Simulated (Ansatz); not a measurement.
**Cl₂F₂H₃NSi₂ (SMILES F[SiH](F)N[SiH](Cl)Cl): density, localisation and related maps**

```xyz
10

Cl    1.7125   -1.6807   -0.5564
Cl   -1.4086   -1.8718   -1.7957
F    -2.7106    1.7610    0.1432
F    -1.6071    1.8982   -2.2126
N    -0.2250    0.6538   -0.3413
Si   -1.3053    1.9559   -0.6257
Si    0.1899   -0.6086   -1.4538
H    -0.7828    3.2775   -0.2460
H     0.1114    0.5103    0.6099
H     0.6394   -0.0850   -2.7540
```

Geometry: B3LYP-D3(BJ)/def2-SVP.

Level of theory: isolated molecule in a Gaussian basis; Kohn-Sham density functional theory, functional PBE0 (Ansatz 0.2.0).

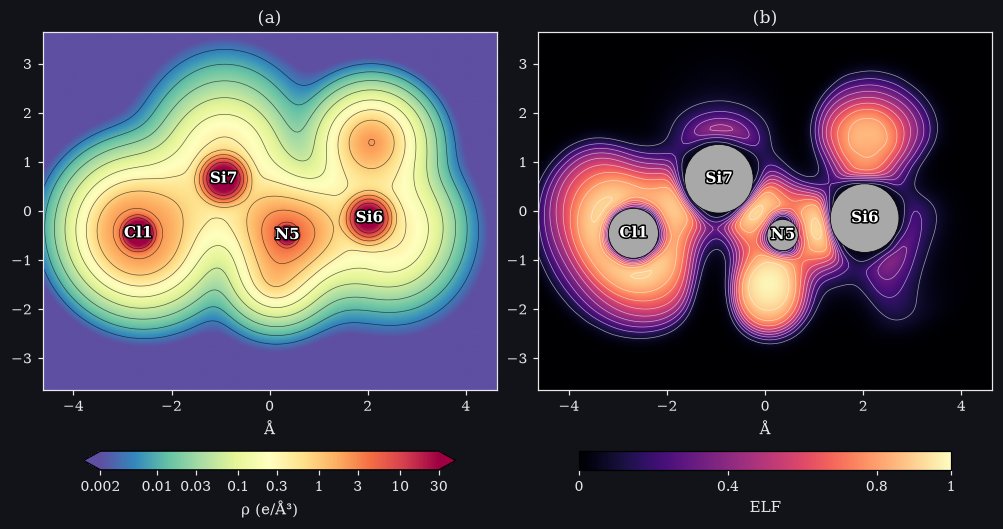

Figure 1. (a) total electron density; (b) ELF on the plane of atoms Cl1, Si7 and N5. Grey discs cover the atomic cores in the ELF map.

> What do the fields say about this system?

Atoms in the plane: Cl, N and Si. Si–N (1.72 Å): ρ at the midpoint is about 1.1 e/Å³; the ELF peaks at about 0.90 between the atoms; a polar covalent bond. Si–Cl (2.07 Å): ρ is about 0.86 e/Å³ halfway; the ELF peaks at about 0.90 between the atoms; a polar covalent bond. The ELF also peaks beside Cl1 and F4, away from the bonds: lone-pair regions.

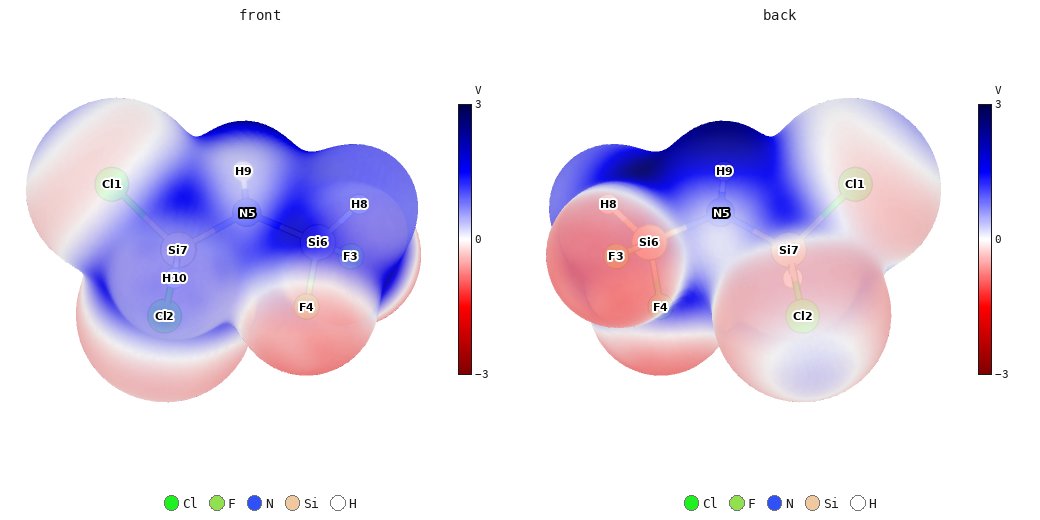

Figure 2. The molecular electrostatic potential painted on the density surface at 0.002 e/bohr³, seen from the front and from behind; red is negative and blue positive.

> Which sites attract a positive test charge, and which a negative one?

A positive charge is drawn to the negative regions and a negative charge to the positive ones. The most negative region (about −0.8 V) lies over F3, the most positive (about +2.6 V) over Si6 and H9. Cl1 shows a σ-hole: about +0.4 V at the tip opposite its bond, against about −0.1 V on its flanks. Cl2 shows a σ-hole: about +0.2 V at the tip opposite its bond, against about −0.4 V on its flanks.

> What dipole moment does the calculation give?

Its dipole moment is 2.56 D.

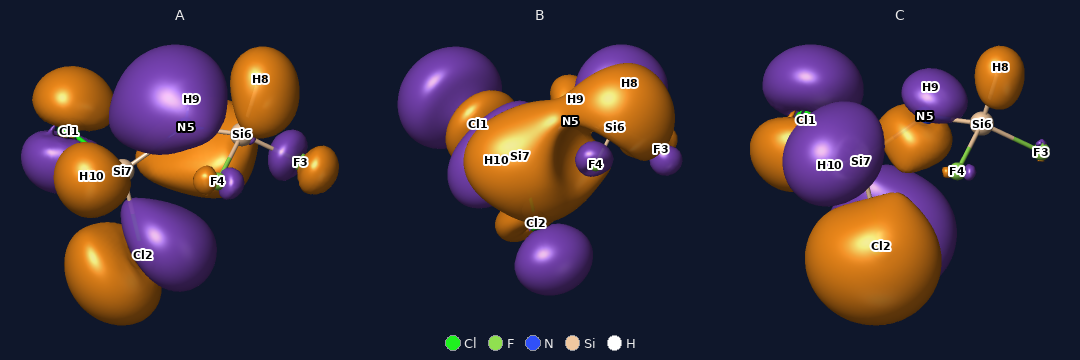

Figure 3. Three frontier orbitals at ±0.05 Å⁻³ᐟ² (orange and purple are the two phases), in no order.

> Order the three orbitals by energy and name them.

C is the HOMO−1 (−9.50 eV). Its weight (Hirshfeld) is mainly on Cl2 (about 65 %), Cl1 (about 15 %) and Si7 (about 10 %); largely a lone pair of Cl2. A is the HOMO (−8.98 eV). It lies mainly on N5 (about 45 %), Cl2 (about 20 %) and Cl1 (about 5 %); largely a combination of lone pairs on N5, Cl2 and Cl1. B is the LUMO (−0.28 eV). By Hirshfeld shares it lies mainly on Si7 (about 30 %), Cl1 (about 25 %), Si6 (about 15 %), Cl2 (about 10 %) and H10 (about 5 %).

> What is the HOMO–LUMO gap?

8.70 eV between the orbital energies.
